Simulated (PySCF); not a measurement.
Input

```
{"job": {"kind": "nmr", "xc": "PBE0", "basis": "pcSseg-1"}, "charge": 0, "multiplicity": 1}
Si     2.464251    -0.155184     0.748052
O      1.453369     0.364643    -0.401714
Si     0.226123     0.757782    -1.383152
C     -1.403935     0.207698    -0.616724
C     -1.609045     0.252159     0.873560
C     -1.487920    -1.063731     0.183486
H      3.167844     1.029413     1.234517
H      1.676618    -0.782412     1.810820
H      3.353064    -1.120076     0.104572
H      0.276040     2.214296    -1.516320
H      0.476235     0.049555    -2.639278
H     -2.286004     0.434887    -1.204967
H     -2.577243     0.550196     1.250161
H     -0.784338     0.578015     1.490105
H     -0.581096    -1.630851     0.331733
H     -2.371560    -1.677446     0.082787
```

Command:

```sh
OMP_NUM_THREADS=1 python probes_run.py task.json out
```

Geometry: GFN2-xTB.

All numbers below come from PBE0/pcSseg-1, SCF density, gas phase, non-relativistic in PySCF 2.14.0.

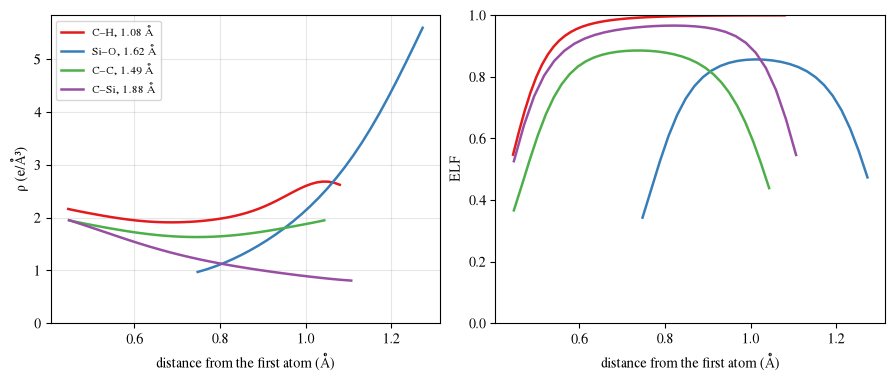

C3H10OSi2 (SMILES [SiH3]O[SiH2]C1CC1). Total electron density and electron localisation function along straight lines between neighbouring atoms. The curves leave out the atomic cores.

### What can be read from the curves?

C–H (1.08 Å): ρ is about 2 e/Å³ halfway; the ELF climbs to about 1 towards the hydrogen, as it does in any bond to H: a covalent bond by its length.
Si–O (1.62 Å): ρ is about 1.1 e/Å³ halfway; the ELF peaks at about 0.85 between the atoms; a polar covalent bond.
C–C (1.49 Å): ρ is about 1.6 e/Å³ halfway; the ELF peaks at about 0.90 between the atoms; localised, covalent bonding.
C–Si (1.88 Å): ρ at the midpoint is about 0.95 e/Å³; the ELF peaks at about 0.95 between the atoms (a shared electron pair).
